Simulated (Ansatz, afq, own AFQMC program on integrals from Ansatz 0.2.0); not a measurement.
# SiH₃O (doublet): AFQMC on the coupled-cluster ladder at scale of all distances = 0.867, cc-pVDZ

Aim: compute SiH₃O (doublet) with auxiliary-field quantum Monte Carlo on the same integrals as coupled cluster, and set the energies side by side.

The runs use Ansatz 0.2.0, Gaussian basis, and an in-house AFQMC program (afq) on its integrals; all values are calculated; cc-pVDZ, frozen cores.

The runs, in order: PBE (unrestricted); r2SCAN (unrestricted); PBE0 (unrestricted); B3LYP (unrestricted); wB97M-V (unrestricted); B2PLYP (unrestricted); CCSD(T) on UHF; Phaseless AFQMC, CISD trial on UHF; Phaseless AFQMC, single-determinant trial on UHF; Free-projection AFQMC, CISD trial on UHF.

### Step 1. The geometry

The geometry derives from a PBE0/def2-TZVP stationary point (not a proven minimum). All distances are scaled together.

5 atoms, charge 0, spin multiplicity 2.

Atoms are counted from 1 here; the program's logs count them from 0.

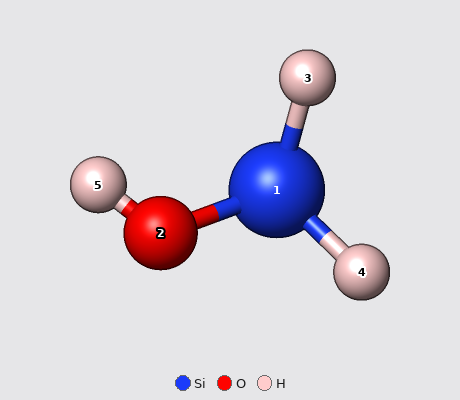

The geometry (silicon blue, oxygen red, hydrogen pink); atoms are numbered from 1 in the order of the file.

### Step 2. PBE (unrestricted)

Contents of in.yaml:

```yaml
crystal:
  periodic: [false, false, false]
  atoms:
    - {symbol: Si, position_ang: [-0.075103, -0.027983, 0.502112]}
    - {symbol: O, position_ang: [0.076722, 0.086397, -0.917835]}
    - {symbol: H, position_ang: [0.557041, -1.064758, 0.960967]}
    - {symbol: H, position_ang: [0.421341, 1.056514, 0.992626]}
    - {symbol: H, position_ang: [-0.103522, -0.583433, -1.375431]}
basis:
  gaussian: {orbitals: cc-pVDZ}
magnetization: {spin_polarized: true, initial_magnetization: 1}
hamiltonian: {xc: {name: PBE}}
output: {orbitals: {seedname: orbitals}}
```

Command:

```sh
$ ansatz run in.yaml --threads 1 --pin off --events-out ev --progress --plain --max-ram 1382MiB
```

The program printed:

```text
Functional definition: PBE
  name "PBE"
  cite "Perdew, Burke & Ernzerhof, Phys. Rev. Lett. 77, 3865 (1996) doi:10.1103/PhysRevLett.77.3865"
  parent pbe
  parameter kappa = 0.804
  parameter beta = 0.06672455060314922
  exchange = pbe_x(kappa = kappa, mu = beta*pi^2/3)
  correlation = pbe_c(beta = beta)
547 factors; their error is unknown
mean field evaluation 1: about -9956.7236 eV, gradient 4.2e1 eV
mean field evaluation 2: about -9935.7514 eV, gradient 8.3e1 eV
mean field evaluation 4: about -9962.8201 eV, gradient 2.0e0 eV
mean field evaluation 8: about -9962.8311 eV, gradient 1.1e-2 eV
mean field -9962.83109102 eV, -366.1272895454 hartree, gradient 2.8e-5 eV, S^2 0.751351; 0 other end points of the search recorded, 0 dependent functions left out
reference -9962.83112036 eV, -366.1272906239 hartree; 13, 12 occupied and 34, 35 virtual orbitals, 547 factors
Total energy: -9962.83112036 eV, -366.1272906239 hartree
```

It took 0.81 s on 1 thread of Arm Neoverse V2, shared host.

From the report: ⟨S²⟩ of the determinant 0.751 (pure doublet: 0.75).

### Step 3. r2SCAN (unrestricted)

in.yaml: that of step 2 with these lines changed.

```diff
@@ -11,3 +11,2 @@
 magnetization: {spin_polarized: true, initial_magnetization: 1}
-hamiltonian: {xc: {name: PBE}}
-output: {orbitals: {seedname: orbitals}}
+hamiltonian: {xc: {name: r2SCAN}}
```

Launched as before.

The program printed:

```text
Functional definition: r2SCAN
  name "r2SCAN"
  cite "Furness, Kaplan, Ning, Perdew & Sun, J. Phys. Chem. Lett. 11, 8208 (2020) doi:10.1021/acs.jpclett.0c02405"
  cite "Furness, Kaplan, Ning, Perdew & Sun, J. Phys. Chem. Lett. 11, 9248 (2020) doi:10.1021/acs.jpclett.0c03077"
  parent r2scan
  parameter k0 = 0.174
  parameter k1 = 0.065
  parameter a1 = 4.9479
  exchange = r2scan_x(k0 = k0, k1 = k1, a1 = a1)
  correlation = r2scan_c
547 factors; their error is unknown
mean field evaluation 1: about -9962.7144 eV, gradient 3.9e1 eV
mean field evaluation 2: about -9951.7588 eV, gradient 6.6e1 eV
mean field evaluation 4: about -9967.7692 eV, gradient 1.1e0 eV
mean field evaluation 8: about -9967.7620 eV, gradient 3.5e-2 eV
mean field -9967.76198835 eV, -366.3084966802 hartree, gradient 3.3e-5 eV, S^2 0.752455; 0 other end points of the search recorded, 0 dependent functions left out
reference -9967.76199769 eV, -366.3084970234 hartree; 13, 12 occupied and 34, 35 virtual orbitals, 547 factors
Total energy: -9967.76199769 eV, -366.3084970234 hartree
```

Run time: 2 s. Hardware: 1 thread of Arm Neoverse V2, shared host.

From the report: ⟨S²⟩ of the determinant 0.752 (pure doublet: 0.75).

### Step 4. PBE0 (unrestricted)

in.yaml: that of step 3 with these lines changed.

```diff
@@ -11,2 +11,3 @@
 magnetization: {spin_polarized: true, initial_magnetization: 1}
-hamiltonian: {xc: {name: r2SCAN}}
+hamiltonian: {xc: {name: PBE0}}
+output: {orbitals: {seedname: orbitals}}
```

Launched as before.

The program printed:

```text
Functional definition: PBE0
  name "PBE0"
  cite "Adamo & Barone, J. Chem. Phys. 110, 6158 (1999) doi:10.1063/1.478522"
  cite "Perdew, Burke & Ernzerhof, Phys. Rev. Lett. 77, 3865 (1996) doi:10.1103/PhysRevLett.77.3865"
  parent pbe
  parameter a = 0.25
  parameter kappa = 0.804
  parameter beta = 0.06672455060314922
  exchange = (1 - a)*pbe_x(kappa = kappa, mu = beta*pi^2/3) + a*exact_x
  correlation = pbe_c(beta = beta)
438 factors; integrals over basis functions are off by at most 1.1e-3 eV
mean field evaluation 1: about -9959.7850 eV, gradient 3.5e1 eV
mean field evaluation 2: about -9955.5408 eV, gradient 4.9e1 eV
mean field evaluation 4: about -9963.8219 eV, gradient 5.4e-1 eV
mean field evaluation 8: about -9963.9425 eV, gradient 3.2e-2 eV
mean field evaluation 16: about -9963.9425 eV, gradient 7.9e-5 eV
mean field -9963.94247462 eV, -366.1681321394 hartree, gradient 7.9e-5 eV, S^2 0.751629; 0 other end points of the search recorded, 0 dependent functions left out
reference -9963.94249688 eV, -366.1681329575 hartree; 13, 12 occupied and 34, 35 virtual orbitals, 438 factors
Total energy: -9963.94249688 eV, -366.1681329575 hartree
```

It took 1.2 s on 1 thread of Arm Neoverse V2, shared host.

From the report: ⟨S²⟩ of the determinant 0.752 (pure doublet: 0.75).

### Step 5. B3LYP (unrestricted)

in.yaml: that of step 4 with these lines changed.

```diff
@@ -11,3 +11,2 @@
 magnetization: {spin_polarized: true, initial_magnetization: 1}
-hamiltonian: {xc: {name: PBE0}}
-output: {orbitals: {seedname: orbitals}}
+hamiltonian: {xc: {name: B3LYP}}
```

Launched as before.

The program printed, shortened:

```text
Functional definition: B3LYP
  name "B3LYP"
  cite "Stephens, Devlin, Chabalowski & Frisch, J. Phys. Chem. 98, 11623 (1994) doi:10.1021/j100096a001"
  cite "Becke, Phys. Rev. A 38, 3098 (1988) doi:10.1103/PhysRevA.38.3098"
  cite "Lee, Yang & Parr, Phys. Rev. B 37, 785 (1988) doi:10.1103/PhysRevB.37.785"
  cite "Vosko, Wilk & Nusair, Can. J. Phys. 58, 1200 (1980) doi:10.1139/p80-159"
[...]
438 factors; integrals over basis functions are off by at most 1.1e-3 eV
[...]
mean field -9970.07985848 eV, -366.3936768362 hartree, gradient 7.4e-5 eV, S^2 0.751288; 0 other end points of the search recorded, 0 dependent functions left out
reference -9970.08004957 eV, -366.3936838586 hartree; 13, 12 occupied and 34, 35 virtual orbitals, 438 factors
Total energy: -9970.08004957 eV, -366.3936838586 hartree
```

It took 1.1 s on 1 thread of Arm Neoverse V2, shared host.

From the report: ⟨S²⟩ of the determinant 0.751 (pure doublet: 0.75).

### Step 6. wB97M-V (unrestricted)

in.yaml: that of step 5 with these lines changed.

```diff
@@ -11,2 +11,3 @@
 magnetization: {spin_polarized: true, initial_magnetization: 1}
-hamiltonian: {xc: {name: B3LYP}}
+hamiltonian: {xc: {name: wB97M-V}}
+output: {orbitals: {seedname: orbitals}}
```

The command is unchanged.

The program printed, shortened:

```text
Functional definition: wB97M-V
  name "wB97M-V"
  cite "Mardirossian & Head-Gordon, J. Chem. Phys. 144, 214110 (2016) doi:10.1063/1.4952647"
  cite "Becke, J. Chem. Phys. 107, 8554 (1997) doi:10.1063/1.475007"
  cite "Vydrov & Van Voorhis, J. Chem. Phys. 133, 244103 (2010) doi:10.1063/1.3521275"
  # Of w^i u^j: cxij and so on, Table III.
[...]
  gx(w, u) = 1 - cx + cx01*u + cx10*w
  gss(w, u) = css00 + css04*u^4 + css10*w + css20*w^2 + css43*w^4*u^3
  gos(w, u) = cos00 + cos10*w + (cos20 + cos21*u)*w^2 + (cos60 + cos61*u)*w^6
[...]
      + integral(e_c_pw_mod_opposite_spin*gos(b97_w_opposite, b97_u_opposite)) + vv10(b, c)
438 factors; integrals over basis functions are off by at most 1.1e-3 eV
148 factors; integrals over basis functions are off by at most 7.3e-6 eV
[...]
mean field -9968.02207903 eV, -366.3180548362 hartree, gradient 8.1e-5 eV, S^2 0.750876; 0 other end points of the search recorded, 0 dependent functions left out
reference -9968.02211013 eV, -366.3180559791 hartree; 13, 12 occupied and 34, 35 virtual orbitals, 438 factors
Total energy: -9968.02211013 eV, -366.3180559791 hartree
```

Run time: 4.8 s. Hardware: 1 thread of Arm Neoverse V2, shared host.

From the report: ⟨S²⟩ of the determinant 0.751 (pure doublet: 0.75).

### Step 7. B2PLYP (unrestricted)

in.yaml: that of step 6 with these lines changed.

```diff
@@ -11,3 +11,3 @@
 magnetization: {spin_polarized: true, initial_magnetization: 1}
-hamiltonian: {xc: {name: wB97M-V}}
-output: {orbitals: {seedname: orbitals}}
+hamiltonian: {xc: {name: B2PLYP}}
+correlation: {electrons: outside_noble_gas}
```

The command is unchanged.

The program printed, shortened:

```text
Functional definition: B2PLYP
  name "B2PLYP"
  cite "Grimme, J. Chem. Phys. 124, 034108 (2006) doi:10.1063/1.2148954"
  cite "Becke, Phys. Rev. A 38, 3098 (1988) doi:10.1103/PhysRevA.38.3098"
  cite "Lee, Yang & Parr, Phys. Rev. B 37, 785 (1988) doi:10.1103/PhysRevB.37.785"
[...]
438 factors; integrals over basis functions are off by at most 1.1e-3 eV
[...]
mean field -9961.87327532 eV, -366.0920904677 hartree, gradient 4.0e-6 eV, S^2 0.752080; 0 other end points of the search recorded, 0 dependent functions left out
6 core orbitals not correlated: weight in the atoms' cores, before any rotation towards them, 1.000 or more for the frozen orbitals, at most 0.000 for the correlated occupied ones
reference -9961.87339734 eV, -366.0920949519 hartree; 7, 6 occupied and 34, 35 virtual orbitals, 438 factors
second order -8.69814040 eV of doubles, -0.00000000 eV of singles
Total energy: -9964.22189525 eV, -366.1784006582 hartree
```

It took 1.1 s on 1 thread of Arm Neoverse V2, shared host.

From the report: ⟨S²⟩ of the determinant 0.752 (pure doublet: 0.75).

### Step 8. CCSD(T) on UHF

in.yaml: that of step 7 with these lines changed.

```diff
@@ -11,3 +11,2 @@
 magnetization: {spin_polarized: true, initial_magnetization: 1}
-hamiltonian: {xc: {name: B2PLYP}}
-correlation: {electrons: outside_noble_gas}
+correlation: {method: ccsd_t, electrons: outside_noble_gas, hamiltonian_folder: ham}
```

The command is unchanged.

The program printed, shortened:

```text
Functional definition: HF
  name "HF"
  cite "Fock, Z. Phys. 61, 126 (1930) doi:10.1007/BF01340294"
  parent pbe
[...]
438 factors; integrals over basis functions are off by at most 1.1e-3 eV
[...]
mean field -9943.62102325 eV, -365.4213325762 hartree, gradient 1.6e-6 eV, S^2 0.753160; 0 other end points of the search recorded, 0 dependent functions left out
6 core orbitals not correlated: weight in the atoms' cores, before any rotation towards them, 1.000 or more for the frozen orbitals, at most 0.000 for the correlated occupied ones
reference -9943.62102325 eV, -365.4213325762 hartree; 7, 6 occupied and 34, 35 virtual orbitals, 438 factors
second order -7.23468704 eV of doubles, -0.00000000 eV of singles
cycle   1  -7.64145229 eV  change   -4.1e-1 eV  update   5.9e-2
[...]
cycle   9  -7.87869118 eV  change   -4.9e-6 eV  update   1.4e-5
perturbative correction -0.13542454 eV, -0.0049767602 hartree
Total energy: -9951.63513898 eV, -365.7158458968 hartree
```

Wall time 0.9 s (1 thread of Arm Neoverse V2, shared host).

From the report: ⟨S²⟩ of the determinant 0.753 (pure doublet: 0.75); correlation -8.0141 eV; T1 0.012; largest double amplitude 0.02.

This run also writes the integrals to the folder ham.

### Step 9. Phaseless AFQMC, CISD trial on UHF

It reads the integrals that the CCSD(T) run on this determinant wrote.

Command:

```sh
$ afq ham --method phaseless --trial cisd --walkers 60 --populations 1 --least-time 40 --time-step 0.005 --steps-per-block 50 --equilibration-blocks 28 --max-blocks 300 --target-error 0.00043 --factor-cut 1e-05 --start spin_pure --seed 2689 --release-times 0.24,0.51,0.99,1.62,2.4 --release-step 0.03 --release-every 4 --taylor-order 6
```

The program printed:

```text
orbitals 41  electrons 7 6  factors 326 of 438
reference energy -365.42133258 Eh
CCSD correlation -0.28953638 Eh in 11 cycles, weight of the determinant in the CISD state 0.9094
energy of the start -365.710790 Eh
 block  time / (1/Eh)  mean weight  energy / Eh
     1     0.250  0.9998  -365.706324
     2     0.500  1.0019  -365.709802
     3     0.750  0.9997  -365.715029
     4     1.000  1.0013  -365.718348
     5     1.250  0.9992  -365.714778
     6     1.500  0.9991  -365.713888
     7     1.750  1.0003  -365.712137
     8     2.000  0.9995  -365.715231
     9     2.250  1.0022  -365.713958
    10     2.500  0.9993  -365.714469
    17     4.250  1.0046  -365.721966
    25     6.250  0.9996  -365.719502
    33     8.250  0.9976  -365.720251
    41    10.250  1.0008  -365.716320
    49    12.250  1.0014  -365.724151
    57    14.250  1.0025  -365.722957
    65    16.250  1.0005  -365.720760
    73    18.250  0.9991  -365.717254
    81    20.250  1.0008  -365.711479
    89    22.250  1.0005  -365.717299
    97    24.250  0.9996  -365.712903
   105    26.250  0.9988  -365.714241
   113    28.250  1.0021  -365.714701
   121    30.250  1.0026  -365.713407
   129    32.250  1.0014  -365.717425
   137    34.250  0.9983  -365.718272
   145    36.250  0.9999  -365.716841
   153    38.250  1.0016  -365.719097
   161    40.250  0.9989  -365.716079
   169    42.250  1.0011  -365.716894
   177    44.250  1.0011  -365.715817
   185    46.250  0.9985  -365.730526
   193    48.250  0.9986  -365.720150
   201    50.250  1.0020  -365.720099
   209    52.250  1.0037  -365.717711
   217    54.250  1.0011  -365.718420
   225    56.250  1.0006  -365.722092
   233    58.250  0.9999  -365.719780
   241    60.250  1.0017  -365.717336
   249    62.250  0.9994  -365.711655
   257    64.250  0.9986  -365.720491
   265    66.250  1.0009  -365.716567
   273    68.250  0.9955  -365.712970
   281    70.250  0.9991  -365.726245
   289    72.250  1.0010  -365.716671
   297    74.250  0.9992  -365.716407
   305    76.250  1.0011  -365.718217
   313    78.250  1.0023  -365.721919
   321    80.250  1.0013  -365.710726
blocks merged  error / Eh  count
     1  0.000255  300
     2  0.000303  150
     4  0.000357  75
     8  0.000369  37
    16  0.000381  18
    32  0.000459  9
released: time / (1/Eh)  energy / Eh  error  mean overlap
  0.24  -365.716460  0.000326  1.0003
  0.51  -365.716569  0.000347  0.9992
  0.99  -365.717061  0.000448  1.0083
  1.62  -365.717339  0.000487  0.9868
  2.40  -365.715995  0.000555  1.0076
energy -365.717013 +/- 0.000381 Eh
```

It took 9.7 min on 1 thread of Arm Neoverse V2, shared host.

Energy -9951.6669 ± 0.0104 eV. Caveats: constraint bias not in the error.

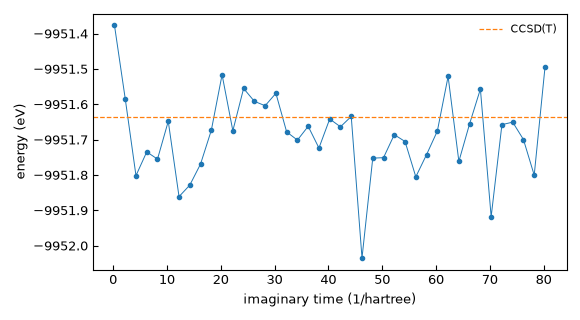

Block energies along the walk.

### Step 10. Phaseless AFQMC, single-determinant trial on UHF

It reads the integrals that the CCSD(T) run on this determinant wrote.

Command:

```sh
$ afq ham --method phaseless --trial hf --walkers 120 --populations 1 --least-time 40 --time-step 0.005 --steps-per-block 20 --equilibration-blocks 112 --max-blocks 600 --target-error 0.00129 --factor-cut 1e-05 --start spin_pure --seed 5905 --taylor-order 6
```

The program printed:

```text
orbitals 41  electrons 7 6  factors 326 of 438
reference energy -365.42133258 Eh
CCSD correlation -0.28953638 Eh in 11 cycles, weight of the determinant in the CISD state 0.9094
energy of the start -365.421379 Eh
 block  time / (1/Eh)  mean weight  energy / Eh
     1     0.100  1.0018  -365.522551
     2     0.200  1.0040  -365.588000
     3     0.300  1.0021  -365.616226
     4     0.400  1.0024  -365.634018
     5     0.500  1.0034  -365.666250
     6     0.600  1.0029  -365.665576
     7     0.700  1.0022  -365.656847
     8     0.800  0.9996  -365.669282
     9     0.900  0.9992  -365.668118
    10     1.000  1.0008  -365.691132
    18     1.800  0.9994  -365.676827
    35     3.500  1.0016  -365.732120
    52     5.200  1.0020  -365.694980
    69     6.900  1.0011  -365.762896
    86     8.600  1.0006  -365.736374
   103    10.300  0.9994  -365.663243
   120    12.000  0.9992  -365.694010
   137    13.700  0.9996  -365.799845
   154    15.400  1.0008  -365.732666
   171    17.100  1.0016  -365.717324
   188    18.800  1.0002  -365.682996
   205    20.500  0.9996  -365.710512
   222    22.200  1.0007  -365.709001
   239    23.900  0.9997  -365.705626
   256    25.600  1.0001  -365.705299
   273    27.300  0.9996  -365.791083
   290    29.000  0.9990  -365.759907
   307    30.700  0.9996  -365.698400
   324    32.400  1.0023  -365.708745
   341    34.100  1.0023  -365.758674
   358    35.800  0.9976  -365.734855
   375    37.500  0.9977  -365.708156
   392    39.200  0.9977  -365.745182
   409    40.900  1.0020  -365.762158
   426    42.600  0.9981  -365.713329
   443    44.300  1.0021  -365.719000
   460    46.000  1.0001  -365.723686
   477    47.700  1.0000  -365.730565
   494    49.400  1.0005  -365.717899
   511    51.100  1.0008  -365.696069
   528    52.800  0.9995  -365.711814
   545    54.500  1.0017  -365.722745
   562    56.200  1.0025  -365.732260
   579    57.900  0.9977  -365.752944
   596    59.600  1.0009  -365.712031
   613    61.300  1.0002  -365.707640
   630    63.000  0.9996  -365.671325
   647    64.700  1.0002  -365.684805
   664    66.400  0.9997  -365.743681
   681    68.100  0.9986  -365.701723
   698    69.800  1.0008  -365.712078
blocks merged  error / Eh  count
     1  0.000924  600
     2  0.001203  300
     4  0.001510  150
     8  0.001749  75
    16  0.001964  37
    32  0.002248  18
    64  0.002323  9
energy -365.716492 +/- 0.002248 Eh
```

Run time: 5.2 min. Hardware: 1 thread of Arm Neoverse V2, shared host.

Energy -9951.6527 ± 0.0612 eV. Caveats: constraint bias not in the error; error above the target.

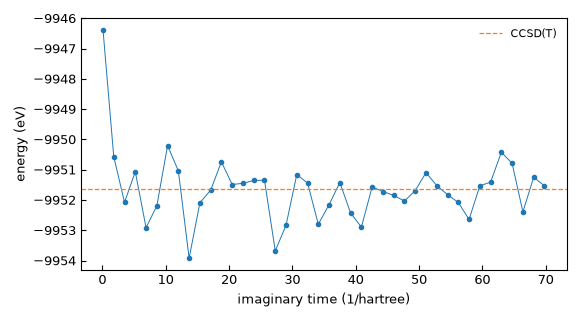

Block energies along the walk.

### Step 11. Free-projection AFQMC, CISD trial on UHF

It reads the integrals that the CCSD(T) run on this determinant wrote.

Command:

```sh
$ afq ham --method free --trial cisd --walkers 60 --time-step 0.03 --max-blocks 80 --target-error 0.00043 --factor-cut 1e-05 --seed 2334 --times 0,0.21,0.42,0.81,1.2,1.8,2.4,3 --taylor-order 8
```

The program printed:

```text
orbitals 41  electrons 7 6  factors 326 of 438
reference energy -365.42133258 Eh
CCSD correlation -0.28953638 Eh in 11 cycles, weight of the determinant in the CISD state 0.9094
repeat  energy at the last time / Eh  error
    10  -365.715265  0.001560
    20  -365.716110  0.001411
    30  -365.717128  0.001129
    40  -365.717458  0.000966
    50  -365.716953  0.000815
    60  -365.716851  0.000725
    70  -365.717079  0.000684
    80  -365.717036  0.000621
time / (1/Eh)  energy / Eh  error  mean overlap
  0.00  -365.710560  0.000183  1.0992
  0.21  -365.714362  0.000243  1.0978
  0.42  -365.715780  0.000268  1.0860
  0.81  -365.716274  0.000253  1.0928
  1.20  -365.716469  0.000319  1.0713
  1.80  -365.716731  0.000419  1.0756
  2.40  -365.716491  0.000410  1.0874
  3.00  -365.717036  0.000621  1.0787
energy -365.717036 +/- 0.000621 Eh
```

Run time: 5.7 min. Hardware: 1 thread of Arm Neoverse V2, shared host.

Energy -9951.6675 ± 0.0169 eV. Caveats: remainder of the start not in the error.

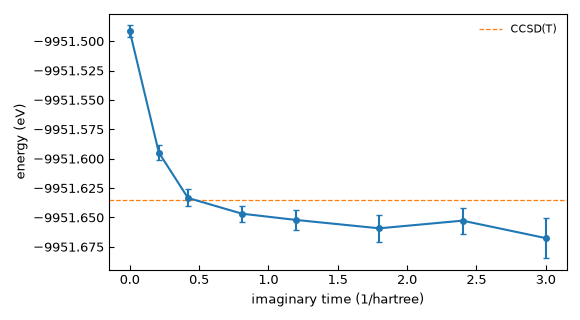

Energy against projection time, with error bars.

### Step 12. AFQMC on the ladder

On the UHF determinant, counted from CCSD(T) (a yardstick, not exact):

| level | energy (eV) | from CCSD(T) (meV) | statistical error (meV) | time |
| --- | --- | --- | --- | --- |
| HF | -9943.6210 | +8014.1 |  |  |
| MP2 | -9950.8557 | +779.4 |  |  |
| CCSD | -9951.4997 | +135.4 |  |  |
| CCSD(T) | -9951.6351 | 0.0 |  |  |
| Phaseless AFQMC, CISD trial, step 0.005, 60 walkers | -9951.6669 | -31.8 | 10.4 | 9.7 min |
| Phaseless AFQMC, single-determinant trial, step 0.005, 120 walkers | -9951.6527 | -17.6 | 61.2 | 5.2 min |
| Free-projection AFQMC, CISD trial, step 0.03, 60 walkers | -9951.6675 | -32.4 | 16.9 | 5.7 min |

The functionals' totals stand on their own zeros and serve differences with other points: PBE -9962.831 eV; r2SCAN -9967.762 eV; PBE0 -9963.942 eV; B3LYP -9970.080 eV; wB97M-V -9968.022 eV; B2PLYP -9964.222 eV.

### Step 13. Summary of results

```
                                                     quantity             value
              Phaseless AFQMC, CISD trial on UHF from CCSD(T)  -31.8 ± 10.4 meV
Phaseless AFQMC, single-determinant trial on UHF from CCSD(T)  -17.6 ± 61.2 meV
        Free-projection AFQMC, CISD trial on UHF from CCSD(T)  -32.4 ± 16.9 meV
```

In words: On UHF the phaseless walk with the CISD trial lies -31.8 meV from CCSD(T), 3 times its error bar. Free projection has no constraint; at the last time it gives -32.4 ± 16.9 meV, and from a start that isn't spin pure other spins can mix in. Error bars are statistical and leave out the constraint, the time step and what remains of the start.
